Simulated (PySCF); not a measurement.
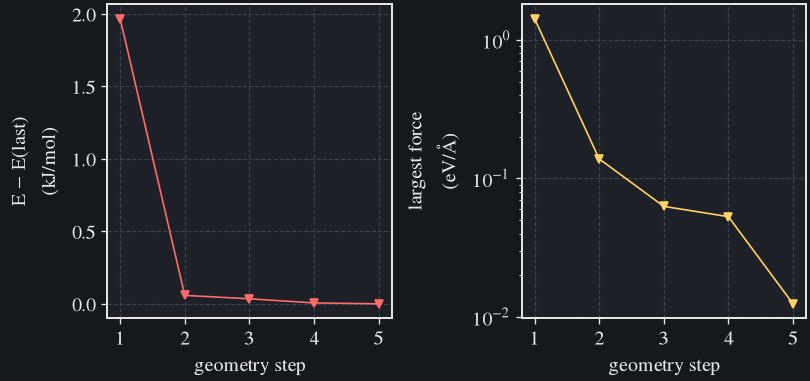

History of a geometry optimisation. The run: (Z)-pent-2-en-4-ynenitrile (SMILES C#C/C=C\C#N), by PBE0-D3(BJ)/def2-SVP, geometry optimisation in PySCF.

The optimisation met its thresholds at geometry 5, counting the start as the first. The energy fell by about 2 kJ/mol from the first step to the last. The largest force goes from about 1.4 eV/Å at the start to 0.012 eV/Å at the end.
